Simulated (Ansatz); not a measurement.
# S2O (Disulfur monoxide): CCSDTQ/STO-3G

What is the vertical ionisation energy of S2O (Disulfur monoxide) at CCSDTQ/STO-3G? 

The calculation is run with Ansatz 0.2.0.

54 further runs of the same task are left out: 21 that didn't finish, 33 set aside as unsound or not needed.

### Step 1. The molecule

S2O has 3 atoms, charge 0, and is taken as a singlet. SMILES: `O=S=S`. The coordinates come from a PBE0-D4/def2-TZVP relaxation.

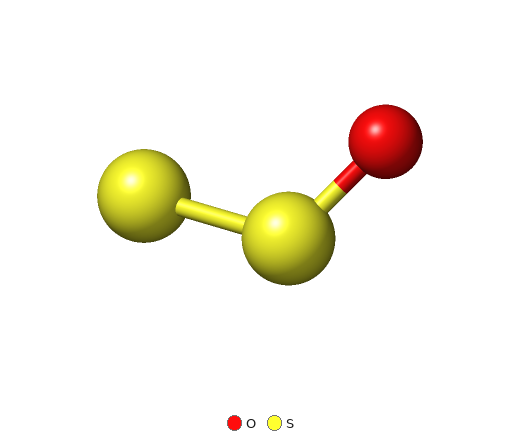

The structure, seen from a chosen angle (oxygen red, sulfur yellow).

### Step 2. A single-point energy at CCSDTQ/STO-3G

Contents of run.yaml:

```yaml
crystal:
  periodic: [false, false, false]
  atoms:
    - {symbol: O, position_ang: [0.451630, 1.204020, 0.493170]}
    - {symbol: S, position_ang: [0.529120, -0.205510, 0.148940]}
    - {symbol: S, position_ang: [-0.980740, -0.998510, -0.642110]}
basis:
  gaussian: {orbitals: STO-3G}
accuracy: high
correlation: {method: ccsdtq, frozen_orbitals: {O: 1, S: 5}}
scf: {omitted_lower_state_checks: [cluster_reference, increment]}
```

The run is started by

```
ansatz run run.yaml --threads 1 --pin off --max-ram 3480MiB --events-out events.jsonl --progress --plain --runs-dir runs
```

Output:

```text
Warning: RAYON_NUM_THREADS=1 ignored (pool sized by the plan → 1); use --threads N
[... 13 lines left out ...]
11 core orbitals not correlated: weight in the atoms' cores, before any rotation towards them, 1.000 or more for the frozen orbitals, at most 0.000 for the correlated occupied ones
[... 39 lines left out ...]
WARN: these amplitudes may be one of several solutions (largest doubles amplitude 0.35, level shift 3.21 eV)
Total energy: -23406.87322939 eV, -860.1867254317 hartree
Checks for a lower state left out: cluster_reference, increment
```

Run time: 14 s. Hardware: 1 thread of Arm Neoverse V1, shared host; peak memory 0.49 GiB.

### Step 3. The doublet cation

Contents of in.yaml:

```yaml
basis:
  gaussian:
    orbitals: STO-3G
crystal:
  periodic: [false, false, false]
  atoms:
    - {symbol: O, position_ang: [0.451630, 1.204020, 0.493170]}
    - {symbol: S, position_ang: [0.529120, -0.205510, 0.148940]}
    - {symbol: S, position_ang: [-0.980740, -0.998510, -0.642110]}
accuracy: high
magnetization:
  spin_polarized: true
  initial_magnetization: 1
total_charge: 1
correlation:
  method: ccsdtq
  frozen_orbitals: {O: 1, S: 5}
scf:
  omitted_lower_state_checks: [cluster_reference, increment]
```

The run is started by

```
ansatz run in.yaml --threads 1 --pin off --max-ram 3480MiB --events-out events.jsonl --progress --plain --runs-dir runs
```

Output:

```text
Warning: RAYON_NUM_THREADS=1 ignored (pool sized by the plan → 1); use --threads N
[... 19 lines left out ...]
11 core orbitals not correlated: weight in the atoms' cores, before any rotation towards them, 1.000 or more for the frozen orbitals, at most 0.000 for the correlated occupied ones
[... 88 lines left out ...]
Total energy: -23401.57172135 eV, -859.9918986045 hartree
Checks for a lower state left out: cluster_reference, increment
```

It took 97 s on 1 thread of Arm Neoverse V1, shared host; peak memory 0.5 GiB.

### Step 4. Outcome

At CCSDTQ/STO-3G, 11 core orbitals frozen:

| quantity | value |
| --- | --- |
| singlet S2O: total energy | -860.18673 Eh |
| singlet S2O: correlation energy (11 core orbitals frozen) | -183.7 mEh |
| singlet S2O: T1 diagnostic | 0.034 |
| doublet cation: total energy | -859.99190 Eh |
| doublet cation: correlation energy (11 core orbitals frozen) | -133.8 mEh |
| doublet cation: ⟨S²⟩ of the reference determinant | 1.588 |
| doublet cation: T1 diagnostic | 0.105 |
| vertical ionisation energy (to the doublet cation) | 5.302 eV |

Removing an electron at fixed nuclei costs 5.30 eV (512 kJ/mol). In a minimal basis such a difference can be off by several eV, whatever the method. The restricted solution (singlet S2O) is unstable to spin breaking: an unrestricted one lies lower. ⟨S²⟩ (doublet cation) is 1.59 where a pure doublet has 0.75: the reference is spin-contaminated.
